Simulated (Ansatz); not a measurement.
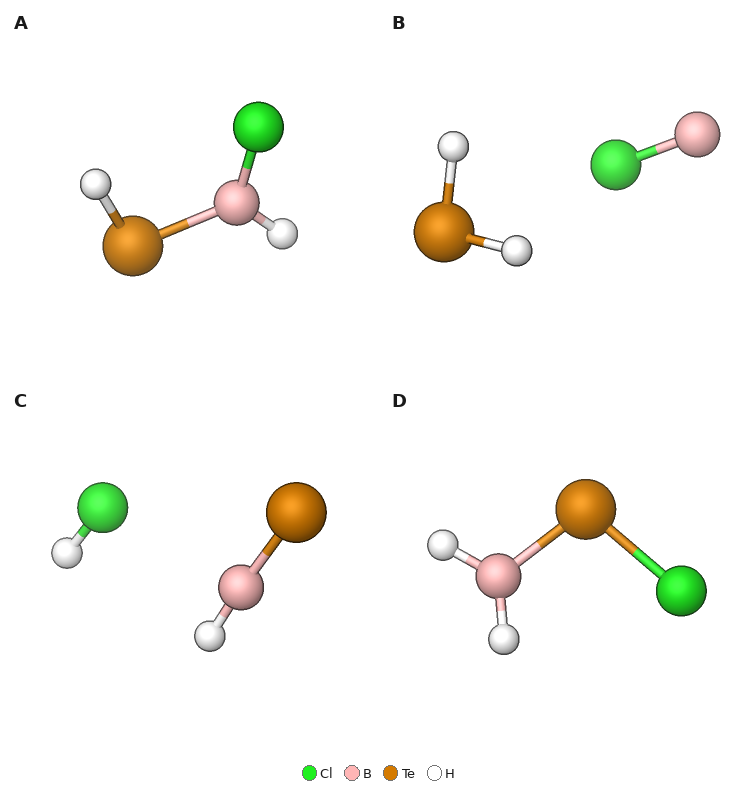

4 stationary structures of one formula. Geometries: PBE-D4/def2-SVP. Electronic energies: PBE-D4/def2-SVP (Ansatz 0.2.0), without zero-point energy. No frequency run is at hand to confirm each as a minimum.

Which is lowest in energy, and by how much?

A is lowest (Cs); D lies 93.1 kJ/mol above it (Cs), C lies 168.6 kJ/mol above it, B lies 349.6 kJ/mol above it.
